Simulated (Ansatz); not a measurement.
| atom | x (Å) | y (Å) | z (Å) |
| --- | --- | --- | --- |
| O | -0.6659 | -0.1569 | -0.7851 |
| Si | -2.1846 | -0.7274 | -0.3610 |
| Si | 0.9412 | -0.1089 | -0.3153 |
| H | 1.0642 | -0.3760 | 1.1558 |
| H | 1.5042 | 1.2273 | -0.6771 |
| H | -1.7885 | -1.3560 | 1.0084 |

Geometry: r2SCAN-D4/def2-SVP.

All numbers below come from Ansatz, isolated molecule in a Gaussian basis; Kohn-Sham density functional theory, functional PBE0.

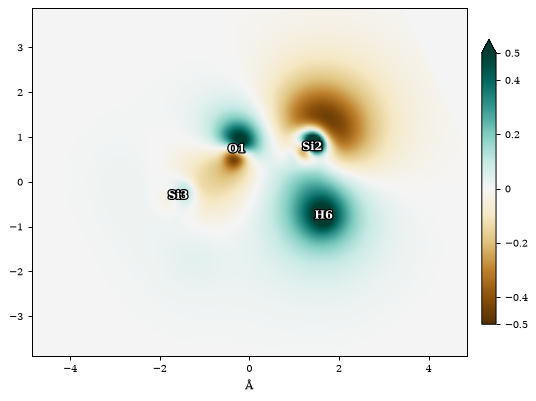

H$_{3}$OSi$_{2}$ (SMILES [SiH]O[SiH2]) (doublet). The HOMO (β) on the plane of atoms O1, Si2 and H6 (values in Å⁻³ᐟ²; the overall sign is arbitrary).

**What is the character of this orbital?**

Its weight (Hirshfeld) is mainly on Si2 (about 70 %), H6 (about 20 %) and O1 (about 5 %). Its energy is −6.67 eV.
